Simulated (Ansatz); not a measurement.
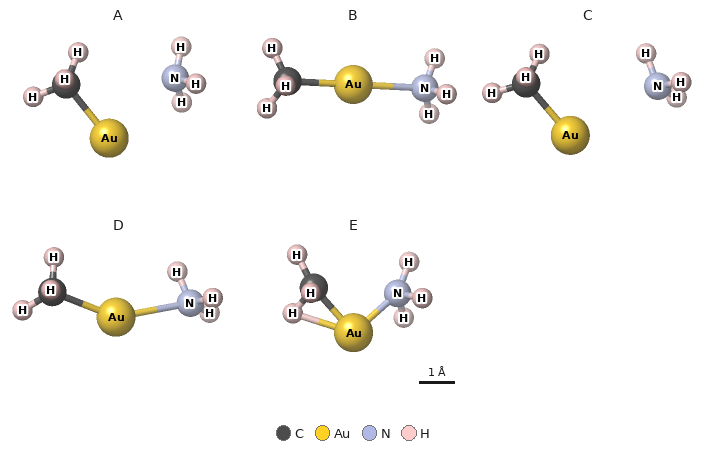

5 geometries from one relaxation of CH6AuN, in shuffled order. The picture is a ball-and-stick view, seen at a tilt.

The run prepares the start of a later molecular dynamics calculation, from a guessed geometry.

All numbers below come from Ansatz, RKS B3LYP-D4/def2-SVP. (no spin polarisation; force threshold 0.02 eV/Å; at most 40 steps)

**Order the frames from highest to lowest energy.**

E, A, C, D, B. They are steps 0, 4, 8, 13, 18, at +8.731 eV, +1.548 eV, +1.205 eV, +0.538 eV relative to the last. After 18 geometry steps the energy has fallen by 8.731 eV. Largest force component: 14 eV/Å at the start, 0.012 eV/Å at the end. The Au atom moves most after the best rigid fit: 1.12 Å. Largest moves by element: Au 1.12 Å, N 0.84 Å, C 0.83 Å, H 0.82 Å. Among the contacts that change: Au–H 1.878 → 2.636 Å, Au–N 1.813 → 2.218 Å, Au–C 1.787 → 2.038 Å, H–N 1.105 → 1.022 Å. Bond angles that change, for instance: C–Au–N 92.6° → 179.9°, Au–C–H 153.4° → 110.6°, Au–N–H 152.3° → 111.5°.
